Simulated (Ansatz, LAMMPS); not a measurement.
## Neighbourhoods of single atoms in glassy 68SiO2-14MgO-11ZnO-7BaO (mol %) (75 atoms)

Density of this cell: 2.53 g/cm³. The cell holds 75 atoms: 19 Si, 4 Mg, 3 Zn, 2 Ba and 47 O. Its edges and angles: a = 10.675 Å, b = 10.675 Å, c = 10.675 Å, α = 90.0°, β = 90.0°, γ = 90.0°. 75 atoms (19 Si, 4 Mg, 3 Zn, 2 Ba, 47 O) placed at random at 2.53 g/cm³, melted at 4000 K for 10 ps at fixed volume with the Morse and Coulomb pair potential with partial charges (Pedone, Malavasi, Menziani, Cormack and Segre, J. Phys. Chem. B 110, 11780 (2006)). Quenched from 4000 K to 300 K at 25 K/ps and fixed volume, held 5 ps, then minimised at fixed cell.

Method: Kohn-Sham DFT, PBE, PAW (set soft_2), plane waves (Ansatz 0.2.0; cutoff 420 eV, Γ point, fixed occupations), at the geometry as built.

The whole cell was solved; only parts of it are printed.

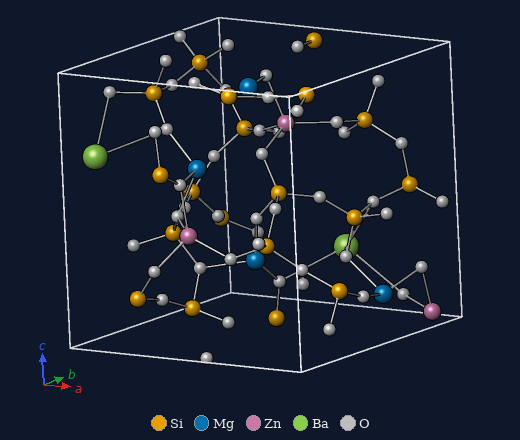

The whole cell (silicon orange, magnesium blue, zinc pink, barium green, oxygen light grey). Bonds to atoms that aren't drawn are left out. Some periodic images of atoms are drawn too.

Local excerpt of 35 atoms (numbers count through the whole input) about O58, which bears the longest force; x, y, z are measured from there.

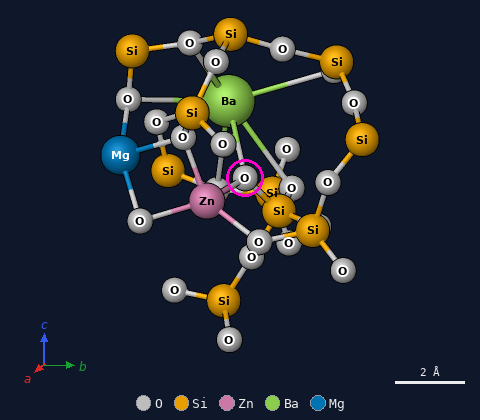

The atoms of the table, within 4.9 Å (arrows a, b, c point along x, y, z); some may hide others; the central atom is ringed.

```csv
atom,x,y,z,distance (Å),Löwdin charge (e),Fx,Fy,Fz (eV/Å)
O58,0.00,0.00,0.00,0.00,-1.01,0.67,-1.85,2.21
Si11,-0.72,0.85,-1.08,1.55,1.72,0.05,-0.50,-1.61
Zn26,1.83,-0.75,-0.36,2.01,1.49,0.10,0.90,-0.22
O69,0.15,2.21,-1.32,2.58,-0.83,-0.78,1.69,-0.59
O54,-2.32,0.89,-0.71,2.58,-0.82,-0.30,1.03,0.91
O38,-0.74,0.03,-2.47,2.58,-0.83,0.51,0.40,-0.18
Ba28,-1.91,-0.90,1.87,2.82,1.84,0.12,0.10,-0.29
O72,1.91,-1.42,1.51,2.82,-1.02,-1.78,-0.79,-1.98
O49,2.38,0.93,-1.39,2.91,-1.01,1.10,-1.39,-1.02
Si10,1.80,2.39,-1.11,3.19,1.72,-0.28,0.03,0.45
O43,2.02,2.89,0.38,3.55,-0.81,0.32,-0.52,0.69
O65,2.65,-2.55,-0.87,3.78,-1.00,-2.01,0.50,1.22
Mg22,1.48,-3.39,0.82,3.78,1.64,0.45,-0.88,1.01
O34,-3.30,-1.55,-1.05,3.79,-0.82,0.72,-0.36,0.04
Si14,-3.64,0.03,-1.15,3.82,1.75,0.80,-0.66,-0.29
Si16,-0.85,-0.82,-3.83,4.01,1.74,-1.21,0.97,-0.18
Si7,3.03,-0.92,2.47,4.02,1.75,-0.18,-0.66,1.17
O71,0.15,1.14,3.89,4.05,-0.80,0.05,0.22,-0.07
O61,-0.11,-3.49,2.16,4.10,-1.02,-0.55,0.26,-2.45
O73,-1.94,2.22,2.89,4.13,-0.99,-1.82,-0.89,-1.00
O44,0.54,3.35,2.46,4.20,-0.80,-0.12,-0.33,0.06
O63,-0.04,-1.64,3.92,4.25,-0.85,-1.02,-0.07,-0.49
O42,3.92,0.19,1.76,4.31,-0.79,-0.36,0.72,-0.41
Si6,-0.52,2.60,3.44,4.34,1.73,0.56,0.88,0.41
O74,-1.08,-2.33,-3.63,4.44,-0.97,0.04,-2.56,0.27
Si19,0.73,-0.28,4.38,4.45,1.72,-0.44,-0.63,-0.33
O53,2.27,-0.37,3.86,4.50,-0.83,0.96,0.77,0.77
Si17,1.87,3.87,1.66,4.61,1.74,-0.09,1.08,-0.14
O46,0.49,-0.36,-4.70,4.74,-0.82,1.00,0.61,0.96
O51,-3.94,0.45,-2.67,4.78,-0.82,-0.85,0.91,-0.45
O30,-4.79,0.22,-0.08,4.80,-0.80,-1.02,-0.15,0.05
O66,2.58,3.46,-2.09,4.80,-0.83,-0.42,0.19,-1.10
O67,-3.35,-3.34,0.87,4.81,-1.05,0.77,-0.30,2.04
Si5,-3.74,-3.09,-0.63,4.89,1.70,-1.48,1.01,-0.53
Si4,0.24,-3.30,3.66,4.94,1.71,1.04,0.18,0.63
```

Local excerpt of 34 atoms (numbers count through the whole input) about Ba27, one of the 2 Ba atoms; x, y, z are measured from there.

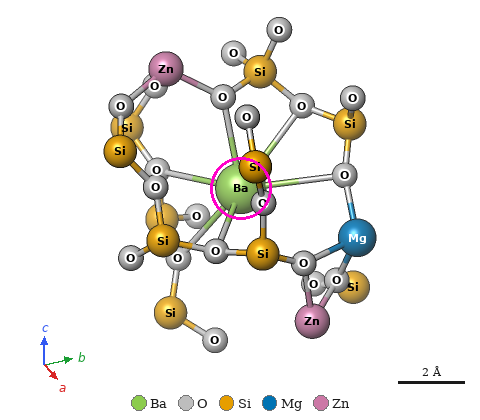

The atoms of the table, within 5.0 Å (arrows a, b, c point along x, y, z); some may hide others; the central atom is ringed.

```csv
atom,x,y,z,distance (Å),Löwdin charge (e),Fx,Fy,Fz (eV/Å)
Ba27,0.00,0.00,0.00,0.00,1.87,-0.07,-0.04,0.84
O49,-1.05,-0.20,2.67,2.88,-1.01,1.10,-1.39,-1.02
O75,2.26,-1.74,-0.64,2.92,-0.85,-1.23,0.86,-0.71
O66,-0.85,2.33,1.96,3.17,-0.83,-0.42,0.19,-1.10
O57,1.37,2.83,0.62,3.20,-1.05,0.73,-0.85,-1.52
O53,-1.16,-1.50,-2.75,3.35,-0.83,0.96,0.77,0.77
O46,-2.94,-1.49,-0.65,3.36,-0.82,1.00,0.61,0.96
O33,0.88,-3.20,1.16,3.52,-0.83,-1.09,1.03,0.01
O29,3.41,0.66,-0.93,3.59,-1.02,-0.96,2.27,-0.67
Si10,-1.63,1.26,2.95,3.60,1.72,-0.28,0.03,0.45
Si12,3.52,-0.75,-0.25,3.61,1.71,1.08,-2.09,1.77
O51,3.30,-0.68,1.39,3.65,-0.82,-0.85,0.91,-0.45
Si18,1.74,-3.29,-0.23,3.72,1.72,1.02,-0.45,0.87
Si19,-2.70,-1.41,-2.24,3.78,1.72,-0.44,-0.63,-0.33
Si2,0.48,3.34,1.84,3.84,1.74,0.32,-0.20,1.16
Mg20,2.81,2.66,-0.76,3.95,1.62,-0.24,0.30,-0.05
O68,2.01,2.37,-2.62,4.06,-1.03,1.06,-0.85,1.90
O39,0.69,-3.88,-1.28,4.14,-0.80,-0.74,-0.05,-0.02
O71,-3.28,0.01,-2.73,4.27,-0.80,0.05,0.22,-0.07
O69,-3.28,1.08,2.74,4.41,-0.83,-0.78,1.69,-0.59
Zn26,-1.60,-1.88,3.70,4.44,1.49,0.10,0.90,-0.22
O38,-4.17,-1.10,1.58,4.60,-0.83,0.51,0.40,-0.18
O55,1.30,3.06,3.22,4.63,-0.81,-0.51,0.17,-0.02
Si7,-0.40,-2.05,-4.14,4.64,1.75,-0.18,-0.66,1.17
Zn25,3.49,0.95,-2.97,4.68,1.49,0.49,-0.22,-0.82
Si16,-4.28,-1.95,0.23,4.71,1.74,-1.21,0.97,-0.18
Si14,3.60,-1.10,2.90,4.76,1.75,0.80,-0.66,-0.29
O30,2.45,-0.91,3.98,4.76,-0.80,-1.02,-0.15,0.05
O59,-0.25,2.60,-3.99,4.77,-0.82,0.10,-1.12,0.60
Si1,0.47,-4.22,2.40,4.87,1.76,2.16,-0.73,-0.94
O65,-0.78,-3.68,3.19,4.93,-1.00,-2.01,0.50,1.22
Si13,1.12,3.31,-3.52,4.96,1.75,-1.36,0.16,-1.56
O42,0.49,-0.94,-4.85,4.97,-0.79,-0.36,0.72,-0.41
O43,-1.41,1.76,4.43,4.98,-0.81,0.32,-0.52,0.69
```

Local excerpt of 46 atoms (numbers count through the whole input) about O41, whose charge lies farthest from its element's mean; x, y, z are measured from there.

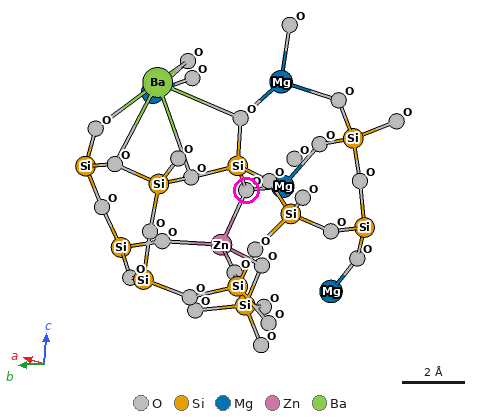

The atoms of the table, within 5.8 Å (arrows a, b, c point along x, y, z); some may hide others; the central atom is ringed.

```csv
atom,x,y,z,distance (Å),Löwdin charge (e),Fx,Fy,Fz (eV/Å)
O41,0.00,0.00,0.00,0.00,-1.07,1.42,-1.68,-1.11
Si5,-0.74,1.02,0.99,1.60,1.70,-1.48,1.01,-0.53
Mg21,0.49,-1.89,-0.03,1.95,1.66,-0.98,0.57,0.59
Zn24,0.50,0.43,-1.90,2.01,1.50,-0.16,1.45,-0.58
O67,-0.35,0.77,2.49,2.63,-1.05,0.77,-0.30,2.04
O34,-0.30,2.56,0.57,2.64,-0.82,0.72,-0.36,0.04
O64,-2.36,0.93,0.78,2.66,-0.82,-0.31,-0.13,0.54
O31,-0.50,-2.48,1.55,2.96,-1.04,2.41,0.59,-0.53
O48,-1.22,1.13,-2.48,2.98,-1.00,1.47,-1.30,-0.12
O56,0.68,-1.46,-2.69,3.14,-1.02,-0.75,-0.36,2.10
O74,1.92,1.79,-2.00,3.30,-0.97,0.04,-2.56,0.27
Mg23,-0.31,-0.80,3.65,3.75,1.66,-0.02,-0.20,0.02
O55,-2.95,-2.37,0.79,3.86,-0.81,-0.51,0.17,-0.02
Si9,-1.98,-2.69,2.01,3.90,1.73,-0.98,-0.78,-0.39
Si1,-3.78,1.02,-0.04,3.92,1.76,2.16,-0.73,-0.94
O60,-4.04,-0.50,-0.62,4.12,-0.80,-0.81,0.12,-0.38
O33,-3.36,2.04,-1.28,4.14,-0.83,-1.09,1.03,0.01
Si18,-2.51,1.96,-2.67,4.15,1.72,1.02,-0.45,0.87
Si14,-0.64,4.14,0.47,4.22,1.75,0.80,-0.66,-0.29
O57,-2.87,-2.60,-1.82,4.28,-1.05,0.73,-0.85,-1.52
Si2,-3.76,-2.09,-0.60,4.35,1.74,0.32,-0.20,1.16
O37,-2.22,-1.76,3.36,4.39,-0.87,0.70,1.28,0.36
Mg20,-1.43,-2.77,-3.20,4.47,1.62,-0.24,0.30,-0.05
Si16,2.14,3.29,-2.21,4.51,1.74,-1.21,0.97,-0.18
Si15,1.38,-1.47,-4.15,4.62,1.68,0.89,-0.20,-1.91
O51,-0.94,4.57,-1.05,4.78,-0.82,-0.85,0.91,-0.45
O38,2.26,4.14,-0.85,4.79,-0.83,0.51,0.40,-0.18
O61,2.89,0.62,3.78,4.80,-1.02,-0.55,0.26,-2.45
Ba28,1.09,3.21,3.49,4.87,1.84,0.12,0.10,-0.29
O45,0.75,3.89,-2.93,4.93,-0.82,0.13,0.16,-0.94
O30,-1.79,4.34,1.54,4.94,-0.80,-1.02,-0.15,0.05
O32,2.38,-0.20,-4.47,5.07,-0.80,0.23,0.30,1.18
O75,-1.99,3.50,-3.08,5.07,-0.85,-1.23,0.86,-0.71
O54,0.68,5.00,0.91,5.13,-0.82,-0.30,1.03,0.91
Mg22,4.47,0.73,2.44,5.15,1.64,0.45,-0.88,1.01
Si12,-0.72,4.49,-2.69,5.29,1.71,1.08,-2.09,1.77
O65,-5.02,1.56,0.75,5.32,-1.00,-2.01,0.50,1.22
O39,-3.55,1.37,-3.72,5.32,-0.80,-0.74,-0.05,-0.02
O58,3.00,4.11,1.62,5.34,-1.01,0.67,-1.85,2.21
O69,3.15,-4.35,0.30,5.38,-0.83,-0.78,1.69,-0.59
O62,-2.34,-4.14,2.60,5.42,-0.81,-0.74,-0.04,0.18
O50,0.24,-1.38,-5.26,5.44,-1.06,-1.46,0.20,-1.12
Si11,2.27,4.96,0.54,5.49,1.72,0.05,-0.50,-1.61
O50,0.24,-1.38,5.42,5.60,-1.06,-1.46,0.20,-1.12
O52,2.20,-2.89,-4.40,5.71,-0.82,0.67,-0.09,1.20
O40,4.90,-1.20,2.77,5.75,-1.03,-0.52,1.62,-0.61
```

The surroundings of O56, picked at random, nearest first, numbered as they follow in the input and with coordinates relative to it.

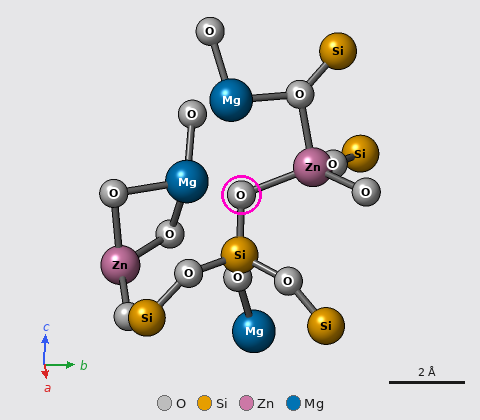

The atoms of the table, within 4.7 Å (arrows a, b, c point along x, y, z); some may hide others; the central atom is ringed.

```csv
atom,x,y,z,distance (Å),Löwdin charge (e),Fx,Fy,Fz (eV/Å)
O56,0.00,0.00,0.00,0.00,-1.02,-0.75,-0.36,2.10
Si15,0.70,-0.01,-1.46,1.62,1.68,0.89,-0.20,-1.91
Zn24,-0.18,1.90,0.79,2.06,1.50,-0.16,1.45,-0.58
Mg20,-2.12,-1.30,-0.51,2.54,1.62,-0.24,0.30,-0.05
O50,-0.44,0.08,-2.57,2.61,-1.06,-1.46,0.20,-1.12
O52,1.51,-1.42,-1.72,2.69,-0.82,0.67,-0.09,1.20
Mg21,-0.19,-0.42,2.66,2.70,1.66,-0.98,0.57,0.59
O32,1.70,1.26,-1.78,2.77,-0.80,0.23,0.30,1.18
O41,-0.68,1.46,2.69,3.14,-1.07,1.42,-1.68,-1.11
O48,-1.90,2.59,0.21,3.22,-1.00,1.47,-1.30,-0.12
O74,1.23,3.25,0.68,3.54,-0.97,0.04,-2.56,0.27
O29,-1.52,-3.31,-0.68,3.71,-1.02,-0.96,2.27,-0.67
O57,-3.56,-1.14,0.87,3.84,-1.05,0.73,-0.85,-1.52
O68,-2.92,-1.60,-2.37,4.08,-1.03,1.06,-0.85,1.90
Si6,1.79,-2.50,-2.93,4.25,1.73,0.56,0.88,0.41
Zn25,-1.44,-3.01,-2.71,4.30,1.49,0.49,-0.22,-0.82
Si4,2.55,2.28,-2.70,4.36,1.71,1.04,0.18,0.63
Mg23,-0.99,0.66,-4.34,4.50,1.66,-0.02,-0.20,0.02
O31,-1.18,-1.02,4.23,4.51,-1.04,2.41,0.59,-0.53
O73,0.37,-2.88,-3.48,4.53,-0.99,-1.82,-0.89,-1.00
Si5,-1.43,2.48,3.68,4.66,1.70,-1.48,1.01,-0.53
Si18,-3.19,3.42,0.02,4.68,1.72,1.02,-0.45,0.87
```

Length of the force by element:

```csv
element,coordination,atoms,mean length of the force (eV/Å),spread,least,most
Ba,all,2,0.588,0.258,0.330,0.846
Mg,all,4,0.821,0.534,0.200,1.41
O,all,47,1.54,0.702,0.233,2.96
Si,all,19,1.52,0.566,0.533,2.94
Zn,all,3,1.16,0.291,0.929,1.57
```

Löwdin charges by element (they lack the spilled electrons, 0.074 e an atom on average):

```csv
element,coordination,atoms,mean charge (e),spread,least,most
Ba,all,2,1.85,0.0143,1.84,1.87
Mg,all,4,1.64,0.0151,1.62,1.66
O,all,47,-0.897,0.102,-1.07,-0.793
Si,all,19,1.73,0.0241,1.68,1.79
Zn,all,3,1.49,0.0068,1.49,1.50
```

The quench rate of 25 K/ps is many orders above laboratory rates, so the cell is likely richer in defects and strain than a real sample. The network of bonds at the start is that of the classical potential that made the cell, and needn't be the one that DFT or experiment would give. Only the Γ point is sampled, in a cell whose shortest periodic width is 11 Å. The Löwdin charges lack the electrons that the projection spills, 0.074 e an atom on average.

[Logs are printed without paths, hosts, clocks, repeated set-up lines and the standing remarks that a program may print on its own settings, such as how far it seeks lower states.]

[Hosts, paths, dates, database ids (printed as entryN), source tags and the programs' standing remarks are cut or masked in the printed files.]
